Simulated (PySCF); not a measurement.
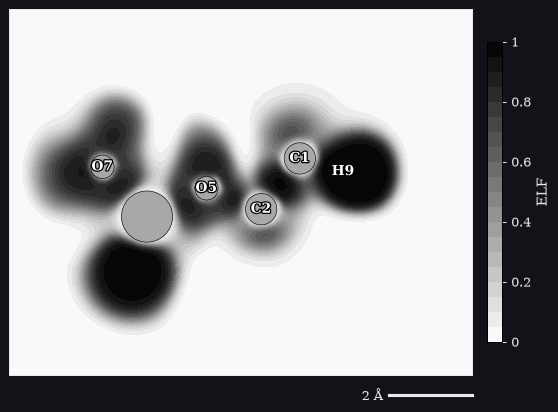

C4H12O2Si (SMILES CC(C)(C)O[SiH2]O). Electron localisation function on the plane of atoms C2, C1 and H9. Grey discs cover the atomic cores.

Geometry: GFN2-xTB.

Theory: PBE0/pcSseg-1, SCF density, gas phase, non-relativistic in PySCF 2.14.0.

The calculation's input:

```
{"job": {"kind": "nmr", "xc": "PBE0", "basis": "pcSseg-1"}, "charge": 0, "multiplicity": 1}
C     -1.828097     0.474081     0.319000
C     -0.553525    -0.042095    -0.357789
C     -0.509448    -1.568329    -0.290464
C     -0.500908     0.420396    -1.816273
O      0.526521     0.518625     0.347870
Si     2.102109     0.154973     0.407963
O      2.724248     1.252546     1.424381
H     -1.835005     0.174062     1.363977
H     -2.709802     0.072555    -0.172252
H     -1.860199     1.559561     0.271800
H     -0.472517    -1.890216     0.746977
H     -1.391592    -1.992567    -0.762285
H      0.377975    -1.936732    -0.798284
H      0.405094     0.048638    -2.287450
H     -0.494110     1.506643    -1.861229
H     -1.363850     0.048753    -2.361643
H      2.381364    -1.138821     1.021228
H      2.734490     0.275468    -0.909410
H      2.257449     2.071708     1.568169
```

Launched as:

```sh
OMP_NUM_THREADS=1 python probes_run.py task.json out
```

### What do the fields say about this system?

The plane passes through C, O and H nuclei. C–O (1.41 Å): the ELF peaks at about 0.90 between the atoms: a polar covalent bond. C–C (1.53 Å): the ELF peaks at about 0.95 between the atoms; a covalent bond. C–H (1.09 Å): the ELF climbs to about 1 towards the hydrogen, as it does in any bond to H; a covalent bond by its length. The ELF also peaks beside O7 and O5, away from the bonds: lone-pair regions.
